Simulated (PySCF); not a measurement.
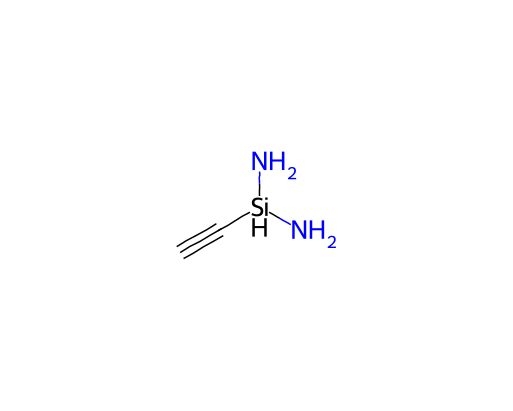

The computed structure is the end point of a PBE0-D3(BJ)/def2-SVP optimisation. No frequency run is at hand to confirm it as a minimum. Program: PySCF 2.14.0.

Compare dipole (D) at these levels: BHandHLYP/aug-pcX-1 (pcseg-1 on H) (def2-SVPD on Si); PBE0/def2-SVPD; PBE0/def2-SVPD in acetone (IEF-PCM); PBE0/def2-SVPD in acetonitrile (IEF-PCM); PBE0/pcSseg-1 in acetone (IEF-PCM); PBE0/pcSseg-1 in acetonitrile (IEF-PCM).

```
                                               level  dipole (D)
BHandHLYP/aug-pcX-1 (pcseg-1 on H) (def2-SVPD on Si)        0.41
                                      PBE0/def2-SVPD        0.51
                 PBE0/def2-SVPD in acetone (IEF-PCM)        0.57
            PBE0/def2-SVPD in acetonitrile (IEF-PCM)        0.57
                  PBE0/pcSseg-1 in acetone (IEF-PCM)        0.66
             PBE0/pcSseg-1 in acetonitrile (IEF-PCM)        0.66
```
